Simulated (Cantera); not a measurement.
Charge: 1 mol Al, 2.1 mol Cl2, 0.23 mol H2, equilibrated at 2.00 Pa.

Method: chemical equilibrium by Gibbs-energy minimisation in Cantera with the NASA 1993 tables (ideal gas, pure condensed phases). Candidate condensed phases: Al, AlCl3; 12 gas species. The tables' values for AlCl2 are old estimates; treat these amounts as uncertain. The numbers say what is thermodynamically allowed, not how fast it happens.

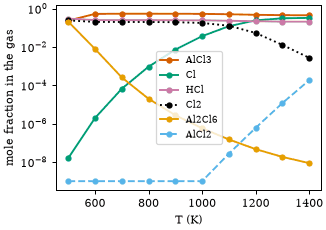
*Equilibrium gas composition (values under 1e-9 drawn at 1e-9)*

Problem. Read off the mole fractions at 600 K.

Solution. AlCl3 about 0.53, HCl about 0.25, Cl2 about 0.20, Al2Cl6 about 0.0079, Cl about 2.0e-6.
